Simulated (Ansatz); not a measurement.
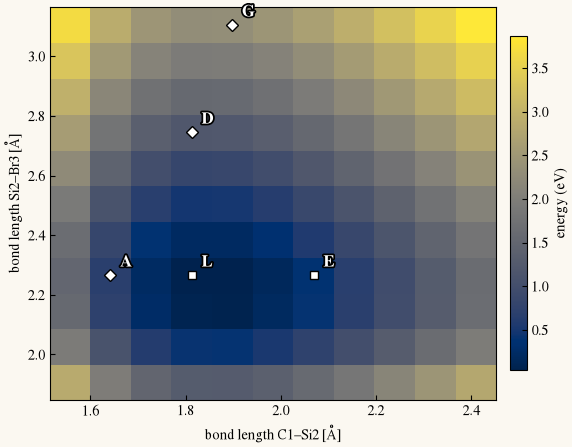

C2H5BrOSi, SMILES C[Si]1(Br)CO1. Coordinates scanned: (1) bond length C1–Si2; (2) bond length Si2–Br3. Nothing is relaxed (all other coordinates rigid). The scan uses an 11 × 11 grid. Energies are in eV, from the relaxed molecule at the same level. Theory: RHF/def2-SVP (Ansatz).

In the figure: one coloured cell a grid point, lettered points.

Is E the lowest point of the computed grid?

No. E lies 0.35 eV above the lowest grid point, which is at bond length C1–Si2 = 1.813 Å, bond length Si2–Br3 = 2.267 Å.

What kind of point is each of A, D, E, L: minimum, saddle, maximum or slope?

A: on a slope; D: on a slope; E: on a slope; L: minimum. (In these two coordinates alone; a stationary point may lie a little off the grid point.)

Rank the lettered points by energy, lowest first.

L (0.036 eV), E (0.39 eV), A (0.67 eV), D (1.19 eV), G (2.31 eV).
